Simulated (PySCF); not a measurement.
# AsH3 (SMILES [H][As]([H])[H]): levels of theory compared

We compute a comparison of 6 runs (PBE0/SBKJC, SVWN5/SBKJC, UPBE0/SBKJC, RPA@PBE/SBKJC, MP2/SBKJC, FCI/SBKJC) of AsH3. Input form: a Python script.

Program for the calculation: PySCF 2.14.0.

## (1) The molecule

AsH3 has 4 atoms, charge 0, and is taken as a singlet. SMILES: `[H][As]([H])[H]`. The start is not the relaxed shape. At this shape the atoms don't form one bonded unit as the SMILES string has it.

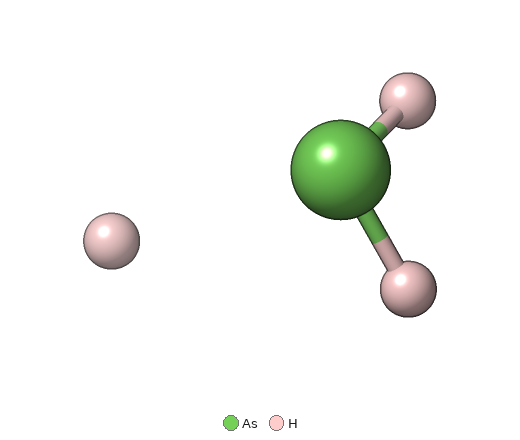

Viewed from a chosen angle; arsenic green, hydrogen pink.

## (2) The energy at PBE0/SBKJC (core potential) (run 1)

Input file run.py:

```python
from pyscf import gto, dft

molecule = gto.M(
    atom='''
As   0.745648   1.256534   1.701975
H    1.966538   1.221294   0.838055
H    0.167238   2.312074   0.813665
H   -0.629370  -1.036930  -0.215680
''',
    ecp={'As': 'sbkjc'},
    basis='sbkjc',
    charge=0,
    verbose=3,
    max_memory=1860,
)

ks = dft.RKS(molecule)
ks.xc = 'pbe0'
ks.conv_tol = 1e-10
ks.grids.level = 5
ks.kernel()
if not ks.converged:
    ks = ks.newton().run(ks.mo_coeff, ks.mo_occ)

energy = ks.e_tot
print('E = %.10f Eh' % energy)
```

The run is started by

```sh
OMP_NUM_THREADS=1 python run.py
```

What it wrote:

```text
converged SCF energy = -7.81254868198389
E = -7.8125486820 Eh
```

It took 1.8 s on 1 thread of Arm Neoverse V1, shared host; peak memory 0.16 GiB.

## (3) The energy at SVWN5/SBKJC (core potential) (run 2)

Input file mol.xyz:

```xyz
4

As     0.745648     1.256534     1.701975
H      1.966538     1.221294     0.838055
H      0.167238     2.312074     0.813665
H     -0.629370    -1.036930    -0.215680
```

Input file calc.py:

```python
from pyscf import gto, dft

mol = gto.M(
    atom='mol.xyz',
    basis='sbkjc',
    ecp={'As': 'sbkjc'},
    max_memory=1860,
    verbose=4,
)

calc0 = dft.RKS(mol)
calc0.xc = 'svwn'
calc0.grids.level = 5
calc0.conv_tol = 1e-10
calc0.kernel()
if not calc0.converged:
    calc0 = calc0.newton().run(calc0.mo_coeff, calc0.mo_occ)

e_tot = calc0.e_tot
print('Final energy', e_tot)
```

The run is started by

```sh
OMP_NUM_THREADS=1 python calc.py
```

What it wrote:

```text
PySCF version 2.14.0

[INPUT] num. atoms = 4
[INPUT] num. electrons = 8
[INPUT] charge = 0
[INPUT] spin (= nelec alpha-beta = 2S) = 0
[INPUT] symmetry False subgroup None
[INPUT] Mole.unit = angstrom
[INPUT] Symbol           X                Y                Z      unit          X                Y                Z       unit  Magmom
[INPUT]  1 As     0.745648000000   1.256534000000   1.701975000000 AA    1.409070505330   2.374505126204   3.216266620857 Bohr   0.0
[INPUT]  2 H      1.966538000000   1.221294000000   0.838055000000 AA    3.716218233550   2.307911177575   1.583694427322 Bohr   0.0
[INPUT]  3 H      0.167238000000   2.312074000000   0.813665000000 AA    0.316034017620   4.369186639728   1.537604007144 Bohr   0.0
[INPUT]  4 H     -0.629370000000  -1.036930000000  -0.215680000000 AA   -1.189336931018  -1.959513710345  -0.407576130546 Bohr   0.0

nuclear repulsion = 4.88718770128003
number of shells = 10
number of NR pGTOs = 29
number of NR cGTOs = 14
basis = sbkjc
ecp = {'As': 'sbkjc'}

[... 73 lines left out ...]
converged SCF energy = -7.76880997093171
Final energy -7.768809970931711
```

It took 1.8 s on 1 thread of Arm Neoverse V1, shared host; peak memory 0.13 GiB.

Runs 3 to 5 aren't shown in full; the table further down has their settings and results.

## (4) A single-point energy at FCI/SBKJC (core potential) (run 6)

Input file run.py:

```python
from pyscf import gto, mcscf
from pyscf import fci

mol = gto.M(
    atom='As 0.745648 1.256534 1.701975; H 1.966538 1.221294 0.838055; H 0.167238 2.312074 0.813665; H -0.629370 -1.036930 -0.215680',
    verbose=4,
    ecp={'As': 'sbkjc'},
    max_memory=1860,
    charge=0,
    spin=0,
    basis='sbkjc',
)

mf = mol.RHF()
mf.conv_tol = 1e-10
mf.kernel()
if not mf.converged:
    mf = mf.newton().run(mf.mo_coeff, mf.mo_occ)

cas = mcscf.CASCI(mf, mf.mo_coeff.shape[-1] - 0, (mol.nelec[0] - 0, mol.nelec[1] - 0))  # full CI above the frozen core
cas.fcisolver = fci.direct_spin0.FCI(mol)  # even spin states alone
cas.kernel()
print('<S^2> = %.4f' % cas.fcisolver.spin_square(cas.ci, cas.ncas, cas.nelecas)[0])
e_final = cas.e_tot
print('E = %.10f Eh' % e_final)
```

The run is started by

```sh
OMP_NUM_THREADS=1 python run.py
```

What it wrote:

```text
PySCF version 2.14.0

[INPUT] num. atoms = 4
[INPUT] num. electrons = 8
[INPUT] charge = 0
[INPUT] spin (= nelec alpha-beta = 2S) = 0
[INPUT] symmetry False subgroup None
[INPUT] Mole.unit = angstrom
[INPUT] Symbol           X                Y                Z      unit          X                Y                Z       unit  Magmom
[INPUT]  1 As     0.745648000000   1.256534000000   1.701975000000 AA    1.409070505330   2.374505126204   3.216266620857 Bohr   0.0
[INPUT]  2 H      1.966538000000   1.221294000000   0.838055000000 AA    3.716218233550   2.307911177575   1.583694427322 Bohr   0.0
[INPUT]  3 H      0.167238000000   2.312074000000   0.813665000000 AA    0.316034017620   4.369186639728   1.537604007144 Bohr   0.0
[INPUT]  4 H     -0.629370000000  -1.036930000000  -0.215680000000 AA   -1.189336931018  -1.959513710345  -0.407576130546 Bohr   0.0

nuclear repulsion = 4.88718770128003
number of shells = 10
number of NR pGTOs = 29
number of NR cGTOs = 14
basis = sbkjc
ecp = {'As': 'sbkjc'}

******** <class 'pyscf.scf.hf.RHF'> ********
method = RHF
initial guess = minao
damping factor = 0
level_shift factor = 0
DIIS = <class 'pyscf.scf.diis.CDIIS'>
diis_start_cycle = 1
diis_space = 8
diis_damp = 0
SCF conv_tol = 1e-10
SCF conv_tol_grad = None
SCF max_cycles = 50
direct_scf = True
direct_scf_tol = 1e-13
Set gradient conv threshold to 1e-05
Initial guess from minao.
init E= -6.85848796639703
  HOMO = -0.182015275444178  LUMO = -0.0841556099913807  gap/eV = 2.66290
cycle= 1 E= -7.45464735803818  delta_E= -0.596  |g|= 0.292  |ddm|=    2
  HOMO = -0.241976247365382  LUMO = -0.0613232841514133  gap/eV = 4.91582
cycle= 2 E= -7.48401730659938  delta_E= -0.0294  |g|= 0.27  |ddm|= 1.16
  HOMO = -0.269517815774167  LUMO = -0.0721170905172888  gap/eV = 5.37155
cycle= 3 E= -7.54472076165288  delta_E= -0.0607  |g|= 0.0188  |ddm|= 0.558
  HOMO = -0.293553553893941  LUMO = -0.0584699029720346  gap/eV = 6.39695
cycle= 4 E= -7.54513010981136  delta_E= -0.000409  |g|= 0.00629  |ddm|= 0.0786
  HOMO = -0.290672498068284  LUMO = -0.0589743005861607  gap/eV = 6.30483
cycle= 5 E= -7.54519620076009  delta_E= -6.61e-05  |g|= 0.00229  |ddm|= 0.0274
  HOMO = -0.290507425204711  LUMO = -0.0586980468229099  gap/eV = 6.30785
cycle= 6 E= -7.54520765541725  delta_E= -1.15e-05  |g|= 0.000582  |ddm|= 0.011
  HOMO = -0.290584605694932  LUMO = -0.0587596857545731  gap/eV = 6.30828
cycle= 7 E= -7.54520838589443  delta_E= -7.3e-07  |g|= 0.000114  |ddm|= 0.00315
  HOMO = -0.290641308958683  LUMO = -0.0587635357573457  gap/eV = 6.30972
cycle= 8 E= -7.545208395724  delta_E= -9.83e-09  |g|= 6.07e-06  |ddm|= 0.000307
  HOMO = -0.290642502957653  LUMO = -0.0587621710906612  gap/eV = 6.30979
cycle= 9 E= -7.54520839576703  delta_E= -4.3e-11  |g|= 4.72e-07  |ddm|= 2.51e-05
  HOMO = -0.29064247622203  LUMO = -0.0587625885484053  gap/eV = 6.30977
Extra cycle  E= -7.54520839576726  delta_E= -2.29e-13  |g|= 1.62e-07  |ddm|= 1.7e-06
converged SCF energy = -7.54520839576726

******** <class 'pyscf.mcscf.casci.CASCI'> ********
CAS (4e+4e, 14o), ncore = 0, nvir = 0
natorb = False
canonicalization = True
sorting_mo_energy = False
******** <class 'pyscf.fci.direct_spin0.FCISolver'> ********
max. cycles = 100
conv_tol = 1e-10
davidson only = False
linear dependence = 1e-14
level shift = 0.001
max iter space = 12
nroots = 1
pspace_size = 400
spin = None
Density matrix diagonal elements [1.98548611e+00 1.95941171e+00 1.96096902e+00 1.33888316e+00
 6.45849549e-01 3.01563225e-02 1.40657377e-02 1.29661510e-02
 1.95818905e-02 1.51599164e-02 7.37306417e-03 5.05534913e-03
 4.41072621e-03 6.31295228e-04]
CASCI converged
CASCI E = -7.71051440843574  E(CI) = -12.5977021097158  S^2 = 0.0000000
<S^2> = 0.0000
E = -7.7105144084 Eh
```

Wall time 22 s (1 thread of Arm Neoverse V1, shared host); peak memory 0.34 GiB.

## (5) All runs side by side

```
run                           level  follow instability  frozen core orbitals  integration grid  energy (Eh)  dipole moment (D) of the reference  HOMO energy (eV)  LUMO energy (eV)  wall time
  1     PBE0/SBKJC (core potential)                   –                     –                 5    -7.812549                                1.75             -6.69             -4.25      1.8 s
  2    SVWN5/SBKJC (core potential)                   –                     –                 5    -7.768810                                1.66             -6.01             -4.79      1.8 s
  3    UPBE0/SBKJC (core potential)                 yes                     –                 5    -7.852101                                1.42             -6.94             -3.05      9.3 s
  4  RPA@PBE/SBKJC (core potential)                   –                     0                 5    -7.736479                                1.72             -5.99             -4.82      2.6 s
  5      MP2/SBKJC (core potential)                   –                     0                 –    -7.641628                                2.16             -7.91             -1.60     0.76 s
  6      FCI/SBKJC (core potential)                   –                     0                 –    -7.710514                                2.16             -7.91             -1.60       22 s
```

## (6) What came out

| quantity | value |
| --- | --- |
| run 6: total energy | -7.71051 Eh |
| run 6: dipole moment (Hartree–Fock density) | 2.16 D |
| run 6: HOMO energy (Hartree–Fock orbitals) | -7.91 eV |
| run 6: LUMO energy (Hartree–Fock orbitals) | -1.60 eV |
| run 6: HOMO–LUMO gap (Hartree–Fock orbitals) | 6.31 eV |
| run 6: correlation energy | -165.3 mEh |

What this shows: Against full CI in this basis: MP2 +68.9 mEh. Among the runs that give it from their own density at one geometry, the dipole moment runs from 1.42 D (UPBE0/SBKJC) to 1.75 D (PBE0/SBKJC). Among the runs that give it from their own density at one geometry, the HOMO–LUMO gap runs from 1.22 eV (SVWN5/SBKJC) to 3.88 eV (UPBE0/SBKJC). Totals of different functionals can't be ranked against each other. Spin contamination: run 3 ⟨S²⟩ = 0.93. All runs together took 38 s, the longest 22 s.
